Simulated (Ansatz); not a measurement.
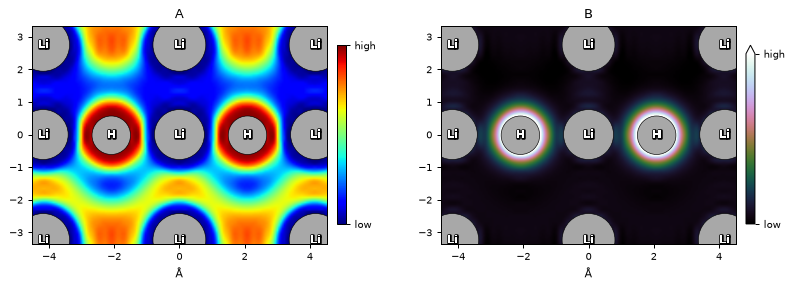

Li2H: 2 fields on the (100) plane of the conventional cell, with unlabelled colour scales. Grey discs cover the atomic cores.

Space group Pmmn; a structure generated by program, which may or may not match a known phase.

Theory: Ansatz 0.2.0, DFT PBE, scalar-relativistic, plane waves, PAW.

Q: The panels show electron localisation function and valence pseudo-density in some order. Assign them.

A: Panel A: electron localisation function. Panel B: valence pseudo-density. From the grid: Li–H (2.09 Å): ρ at the midpoint is about 0.11 e/Å³; the ELF climbs to about 1 towards the hydrogen.
